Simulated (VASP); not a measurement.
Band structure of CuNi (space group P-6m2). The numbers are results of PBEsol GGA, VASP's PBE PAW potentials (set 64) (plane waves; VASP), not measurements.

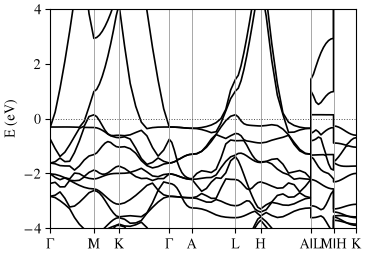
Figure. Bands along high-symmetry lines, zero at the valence-band maximum or, without a gap, the Fermi level

**Question.** Read the plot: is there a gap, and where are the band edges?

**Answer.** It has no gap at this level: it comes out as a metal or semimetal. (Edges off the drawn lines would not show.)

The structure comes from a computed database's CuNi entry (P-6m2); how it stands against other phases isn't given here. It was relaxed first. The run is not spin-polarised, so no magnetic state was tried. The electron count is odd and the run is not spin-polarised, which forces a metal.
